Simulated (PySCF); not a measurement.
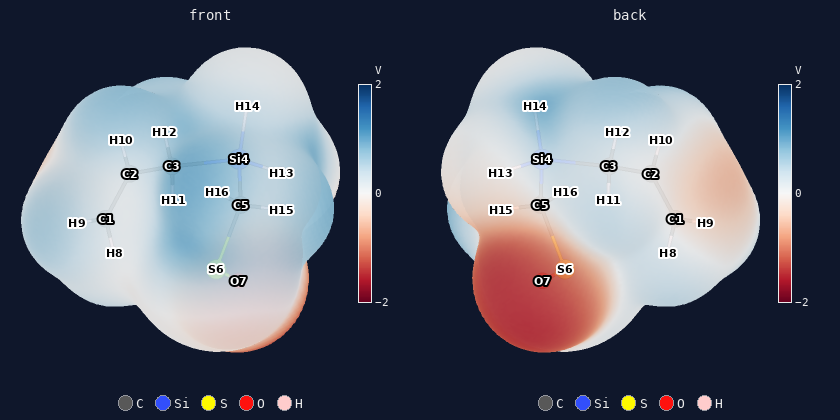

C4H9OSSi (doublet). The electrostatic potential painted on the density surface at 0.001 e/bohr³, seen from the front and from behind; the colour scale runs from red (negative) to blue (positive).

Geometry: GFN2-xTB.

The calculation used PySCF 2.14.0, density-fitted response routines, UKS B3LYP, pcH-1 on C H O S Si, non-relativistic, mean-field spin-orbit, GIAO.

```xyz
16

C    -2.1713    0.4082    0.0158
C    -1.3249   -0.1009   -0.8638
C    -0.3807   -1.2114   -0.5649
Si    1.4194   -0.5780   -0.4323
C     1.3743    1.1457    0.3992
S     0.3068    1.1092    1.8692
O     0.6088   -0.1703    2.5475
H    -2.2656    0.0019    1.0096
H    -2.8190    1.2341   -0.2251
H    -1.2606    0.3156   -1.8615
H    -0.6590   -1.6873    0.3759
H    -0.4322   -1.9672   -1.3494
H     2.2412   -1.4952    0.3526
H     2.0105   -0.3633   -1.7608
H     2.3709    1.4421    0.7198
H     0.9737    1.9256   -0.2433
```

**Which sites attract a positive test charge, and which a negative one?**

A positive charge is drawn to the negative regions and a negative charge to the positive ones. The most negative region (about −1.5 V) lies over O7, the most positive (about +0.9 V) over Si4, S6 and H16. O7 is the likeliest acceptor of a hydrogen bond.
